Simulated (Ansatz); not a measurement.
# Calculations on C$_{2}$H$_{9}$NOSi

Part 1: Relaxation

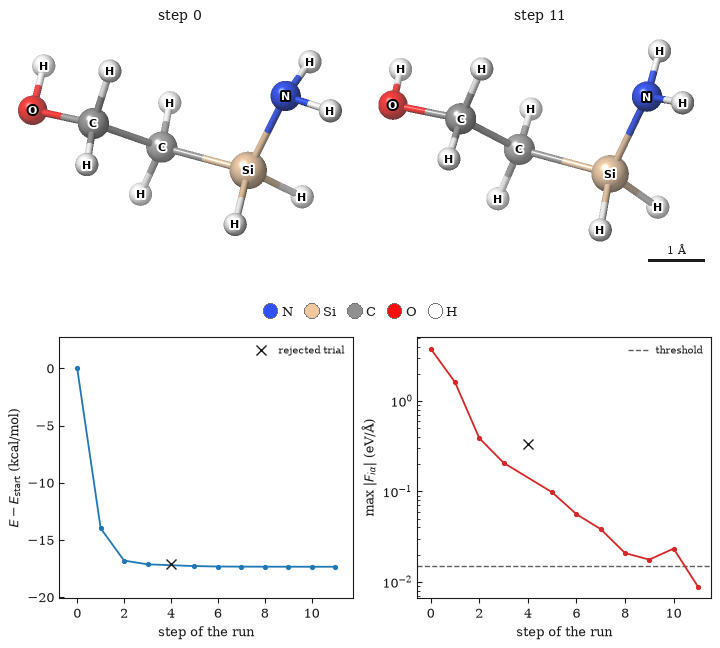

First and last geometry of a relaxation of C2H9NOSi, with the history of the run. A ball-and-stick model, seen at a tilt.

The run prepares an end point of a later path (torsion) calculation, from a guessed geometry.

Level of theory: RKS BHLYP/def2-SVP in Ansatz 0.2.0.

Input file:
```yaml
crystal:
  periodic: [false, false, false]
  atoms:
    - { symbol: "N", position_ang: [-1.9265, 0.8246, -0.4173] }
    - { symbol: Si, position_ang: [-0.958, -0.3946, -0.9346] }
    - { symbol: C, position_ang: [0.3915, -0.6768, 0.2557] }
    - { symbol: C, position_ang: [1.5204, 0.4566, 0.3623] }
    - { symbol: O, position_ang: [2.4736, 0.0671, 1.2638] }
    - { symbol: H, position_ang: [-2.5495, 0.5689, 0.3475] }
    - { symbol: H, position_ang: [-2.6014, 1.0877, -1.1754] }
    - { symbol: H, position_ang: [-0.4144, -0.007, -2.2796] }
    - { symbol: H, position_ang: [-1.8275, -1.5583, -0.9954] }
    - { symbol: H, position_ang: [0.9515, -1.6017, 0.0222] }
    - { symbol: H, position_ang: [0.0002, -0.8711, 1.2882] }
    - { symbol: H, position_ang: [1.0163, 1.3909, 0.73] }
    - { symbol: H, position_ang: [1.8722, 0.6644, -0.6181] }
    - { symbol: H, position_ang: [2.0387, 0.02, 2.1797] }
basis:
  gaussian: { orbitals: def2-SVP }
hamiltonian:
  xc: { name: BHLYP }
relax:
  f_tol: 0.015
  max_steps: 40
```

Run as
```bash
ansatz run input.yaml --threads 2 --pin off --max-ram 3072MiB --backend cpu --events-out ev --progress --plain --runs-dir out
```

Question: What do the curves and the structures tell?

Answer: It converged. The atom that moves furthest after the best rigid fit is H6 (0.33 Å). Largest moves by element: H 0.33 Å, C 0.16 Å, O 0.14 Å, Si 0.10 Å, N 0.05 Å. Some distances before and after: N1–Si2 1.641 → 1.729 Å, C3–C4 1.603 → 1.519 Å, O5–H14 1.015 → 0.954 Å, Si2–C3 1.821 → 1.879 Å. Bond angles that change, for instance: N1–Si2–H9 104.8° → 114.8°, Si2–N1–H7 109.8° → 119.8°, O5–C4–H13 115.7° → 105.9°. Over 10 accepted moves (11 points after the start) the energy falls by 17.3 kcal/mol. The largest force component goes from 3.8 to 0.0089 eV/Å. The line search rejected the trial step at point 4 of the run. The run took 48 s on 2 threads of Arm Neoverse V1 (shared host), peak memory 0.28 GiB.

Part 2: Relaxation

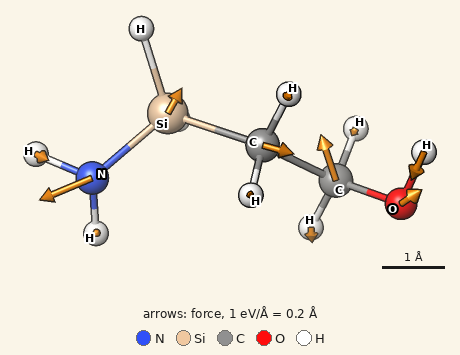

Starting geometry of C$_{2}$H$_{9}$NOSi with the computed forces as orange arrows. The picture is a ball-and-stick view, seen at a tilt.

The run prepares an end point of a later path (torsion) calculation, from a guessed geometry.

All numbers below come from RKS BHLYP/def2-SVP (Ansatz 0.2.0).

Input
```yaml
crystal:
  periodic: [false, false, false]
  atoms:
    - { symbol: "N", position_ang: [-1.9265, 0.8246, -0.4173] }
    - { symbol: Si, position_ang: [-0.958, -0.3946, -0.9346] }
    - { symbol: C, position_ang: [0.3915, -0.6768, 0.2557] }
    - { symbol: C, position_ang: [0.34501, -2.03655, 1.10382] }
    - { symbol: O, position_ang: [1.40069, -2.06713, 1.97421] }
    - { symbol: H, position_ang: [-2.5495, 0.5689, 0.3475] }
    - { symbol: H, position_ang: [-2.6014, 1.0877, -1.1754] }
    - { symbol: H, position_ang: [-0.4144, -0.007, -2.2796] }
    - { symbol: H, position_ang: [-1.8275, -1.5583, -0.9954] }
    - { symbol: H, position_ang: [0.43254, 0.12241, 1.01933] }
    - { symbol: H, position_ang: [1.39764, -0.61107, -0.23449] }
    - { symbol: H, position_ang: [0.43724, -2.88472, 0.37283] }
    - { symbol: H, position_ang: [-0.61764, -2.11661, 1.54543] }
    - { symbol: H, position_ang: [2.25586, -2.10792, 1.429] }
basis:
  gaussian: { orbitals: def2-SVP }
hamiltonian:
  xc: { name: BHLYP }
relax:
  f_tol: 0.015
  max_steps: 40
```

Launched with:
```bash
ansatz run input.yaml --threads 2 --pin off --max-ram 3072MiB --backend cpu --events-out ev --progress --plain --runs-dir out
```

> Is this structure relaxed? If not, where do the atoms go?

It isn't relaxed: the largest force vector, on N1, is 4.73 eV/Å. The final displacements have little in common with the starting forces (cosine between the two patterns 0.07). The atom that moves furthest after the best rigid fit is H9 (1.03 Å). By element the largest moves are H 1.03 Å, N 0.54 Å, C 0.32 Å, Si 0.20 Å, O 0.16 Å. Among the contacts that change: N1–Si2 1.641 → 1.727 Å, C3–C4 1.603 → 1.519 Å, O5–H14 1.015 → 0.954 Å, Si2–C3 1.821 → 1.880 Å. Among the angles between lasting bonds that change: O5–C4–H13 115.7° → 105.7°, Si2–N1–H7 109.8° → 119.6°, N1–Si2–H9 104.8° → 114.2°. Groups turn about Si2–C3 by about 55°. The energy falls by 78.7 kJ/mol in 20 accepted moves (21 points after the start). Largest force component: 3.8 eV/Å at the start, 0.014 eV/Å at the end. The line search rejected the trial step at point 13 of the run. The run took 87 s on 2 threads of Arm Neoverse V1, with other jobs on the host, peak memory 0.28 GiB.

Part 3: Path

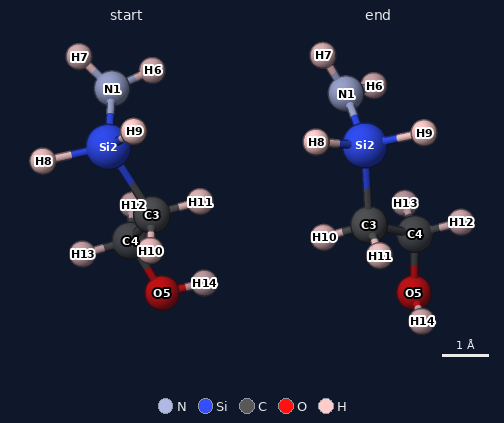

The two relaxed end points of a path for C2H9NOSi. Style: ball-and-stick. Shown from a free direction.

The calculation used RKS BHLYP/def2-SVP (Ansatz 0.2.0).

Set-up: 7 movable images; climbing image; force threshold 0.03 eV/Å; iteration limit 52.

Start:
```xyz
14

N    -1.9455    0.8503   -0.4576
Si   -0.9786   -0.4958   -0.9484
C     0.4412   -0.7319    0.2597
C     1.3700    0.4598    0.4203
O     2.4497    0.2084    1.2758
H    -2.4079    0.8542    0.4371
H    -2.4938    1.3474   -1.1399
H    -0.4828   -0.1736   -2.3087
H    -1.7074   -1.7923   -1.0307
H     1.0217   -1.6072   -0.0558
H     0.0067   -0.9974    1.2348
H     0.7942    1.3361    0.7486
H     1.8088    0.7227   -0.5466
H     2.1107   -0.0101    2.1406
```

End:
```xyz
14

N    -1.6204    0.9900   -1.1920
Si   -1.1356   -0.5813   -0.6642
C     0.6624   -0.5706   -0.1138
C     0.9972    0.3750    1.0270
O     2.3585    0.4001    1.3478
H    -1.6507    1.7689   -0.5542
H    -2.3386    1.0800   -1.8917
H    -1.3060   -1.4887   -1.8234
H    -1.9479   -1.1263    0.4620
H     1.2872   -0.3203   -0.9784
H     0.9182   -1.6004    0.1741
H     0.3886    0.1273    1.9107
H     0.7403    1.4010    0.7462
H     2.6339   -0.4840    1.5787
```

**What barrier does the band find between them, and by what path?**

The energy climbs by 0.085 eV to image 4 and then falls by 0.064 eV, so the end point sits at +0.021 eV. The motion is a rotation about the Si2–C3 bond by about 120°. No bond forms or breaks between the ends. The band converged in 8 iterations, with a climbing image at the top. At the top, the vibrational analysis gives one imaginary mode (98i cm⁻¹), as a transition state must have.

Energies of the converged images:

| image | path (Å) | E (eV) |
| --- | --- | --- |
| 0 | 0.00 | 0.000 |
| 1 | 0.66 | 0.011 |
| 2 | 1.31 | 0.039 |
| 3 | 1.97 | 0.071 |
| 4 | 2.63 | 0.085 |
| 5 | 3.23 | 0.074 |
| 6 | 3.84 | 0.050 |
| 7 | 4.44 | 0.029 |
| 8 | 5.04 | 0.021 |

The geometry at the top of the path:

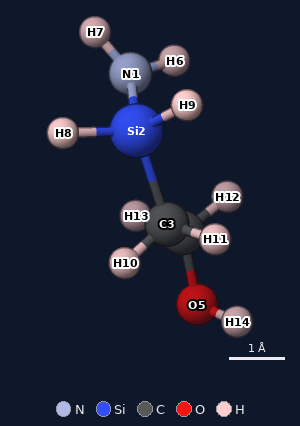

The run took 3.8 min on 2 threads of Arm Neoverse V1, with other jobs on the host, peak memory 0.28 GiB.
